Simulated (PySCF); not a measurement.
Vertical excitations of a molecule C₃H₅NSSi from TDA-ωB97X/def2-SVPD run with PySCF, as energy in eV (oscillator strength): 5.57 (0.000), 5.99 (0.100), 6.47 (0.000), 6.55 (0.018), 6.99 (0.005), 7.23 (0.000), 7.36 (0.472), 7.45 (0.001), 7.47 (0.001), 7.83 (0.069). Lowest triplet (TDA): 3.87 eV. The structure is a stationary point at TPSSh-D3(BJ)/def2-SVP. One conformer was computed; it need not be the lowest.

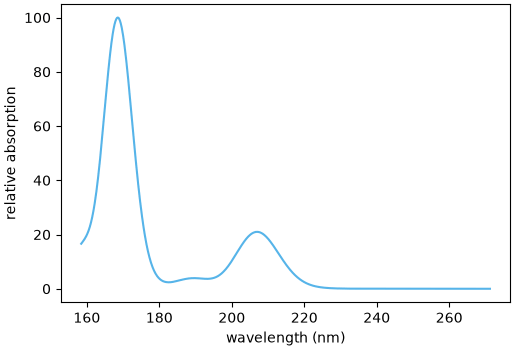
The lines broadened by 0.4 eV.

Q: Which molecule gave these data?
A) [SiH3]c1nccs1
B) [SiH3]c1cscn1
C) [SiH3]c1cncs1

A: B, [SiH3]c1cscn1
